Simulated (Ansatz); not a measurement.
# B3LYP/6-31G(d) (Cartesian functions) run of SiS (SMILES [Si-]#[S+])

What is the electronic atomisation energy of SiS at B3LYP/6-31G* (Cartesian functions)? 

Program for the calculation: Ansatz 0.2.0.

43 further runs of the same task are left out: 43 set aside as unsound or not needed.

### 1 The molecule

The species is SiS (2 atoms), meant as a singlet with charge 0. SMILES: `[Si-]#[S+]`. Geometry: the measured bond length.

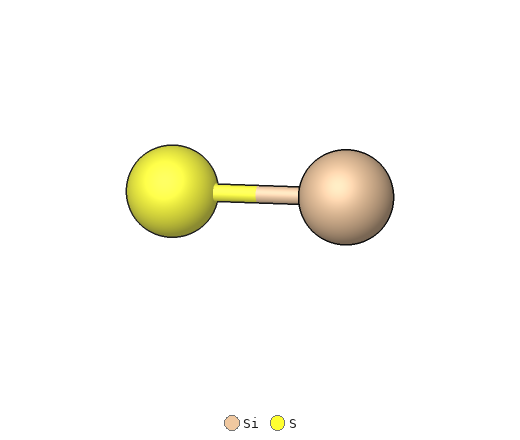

Viewed from a chosen angle; silicon light orange, sulfur yellow.

### 2 A single-point energy at B3LYP/6-31G(d) (Cartesian functions)

The input, molecule.yaml:

```yaml
crystal:
  periodic: [false, false, false]
  atoms:
    - symbol: Si
      position_ang: [0.000000, 0.000000, 0.000000]
    - symbol: S
      position_ang: [0.000000, 0.000000, 1.929321]
basis:
  gaussian:
    orbitals: "6-31G*"
total_charge: 0
hamiltonian:
  xc: {name: B3LYP}
accuracy: high
output:
  orbitals: {seedname: orbitals}
```

Command:

```console
ansatz run molecule.yaml --threads 1 --pin off --max-ram 3480MiB --events-out events.jsonl --progress --plain --runs-dir runs
```

Standard output:

```text
Warning: RAYON_NUM_THREADS=1 ignored (pool sized by the plan → 1); use --threads N
Functional definition: B3LYP
  name "B3LYP"
  parameter a0 = 0.2
  parameter ax = 0.72
  parameter ac = 0.81
  exchange = (1 - a0 - ax)*slater_x + ax*b88_x + a0*exact_x
  correlation = (1 - ac)*vwn_rpa_c + ac*lyp_c
619 factors; integrals over basis functions are off by at most 3.6e-9 eV
mean field evaluation 1: about -18711.4065 eV, gradient 2.2e1 eV
mean field evaluation 2: about -18698.9223 eV, gradient 6.3e1 eV
mean field evaluation 4: about -18713.1165 eV, gradient 2.0e0 eV
mean field evaluation 8: about -18713.1286 eV, gradient 4.4e-2 eV
mean field evaluation 16: about -18713.1286 eV, gradient 2.9e-8 eV
mean field -18713.12856068 eV, -687.6947903908 hartree, gradient 2.1e-8 eV, S^2 0.000000; 0 other end points of the search recorded, 0 dependent functions left out
reference -18713.12858611 eV, -687.6947913255 hartree; 15, 15 occupied and 23, 23 virtual orbitals, 619 factors
Total energy: -18713.12858611 eV, -687.6947913255 hartree
```

It took 1.6 s on 1 thread of Arm Neoverse V1, shared host; peak memory 0.095 GiB.

### 3 The S atom

The input, input.yaml:

```yaml
crystal:
  periodic: [false, false, false]
  atoms:
    - {symbol: S, position_ang: [0.000000, 0.000000, 0.000000]}
basis:
  gaussian:
    orbitals: "6-31G*"
hamiltonian:
  xc: {name: B3LYP}
accuracy: high
magnetization:
  spin_polarized: true
  initial_magnetization: 2
```

Run the same way, it converges to -398.10499 Eh (log not shown).

### 4 The Si atom

The input, molecule.yaml:

```yaml
crystal:
  periodic: [false, false, false]
  atoms:
    - {symbol: Si, position_ang: [0.000000, 0.000000, 0.000000]}
basis:
  gaussian: {orbitals: "6-31G*"}
total_charge: 0
magnetization: {spin_polarized: true, initial_magnetization: 2}
hamiltonian: {xc: {name: B3LYP}}
accuracy: high
```

Run the same way, it converges to -289.37173 Eh (log not shown).

### 5 Summary of results

At B3LYP/6-31G* (Cartesian functions):

```
                     quantity          value
       molecule: total energy  -687.69479 Eh
        molecule: HOMO energy       -7.82 eV
        molecule: LUMO energy       -2.48 eV
      molecule: HOMO–LUMO gap        5.35 eV
         S atom: total energy  -398.10499 Eh
                 S atom: ⟨S²⟩          2.002
        Si atom: total energy  -289.37173 Eh
                Si atom: ⟨S²⟩          2.002
electronic atomisation energy       5.934 eV
```

What this shows: Taking the molecule apart into free atoms costs 5.93 eV (573 kJ/mol), before zero-point energy and without spin-orbit coupling.
